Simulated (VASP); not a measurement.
Band structure of Si2Rh3 (space group P-3m1). Calculation: PBEsol GGA, VASP's PBE PAW potentials (set 64) (plane waves; VASP 6.6.1).

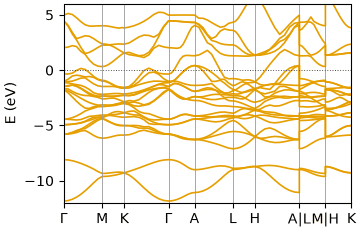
*Bands along high-symmetry lines, zero at the valence-band maximum or, without a gap, the Fermi level*

Task: Read the plot: is there a gap, and where are the band edges?

Result: It has no gap at this level: it comes out as a metal or semimetal. (Edges off the drawn lines would not show.)

The structure comes from a computed database's Si2Rh3 entry (P-3m1); how it stands against other phases isn't given here. It was relaxed first. The electron count is odd and the run is not spin-polarised, which forces a metal.
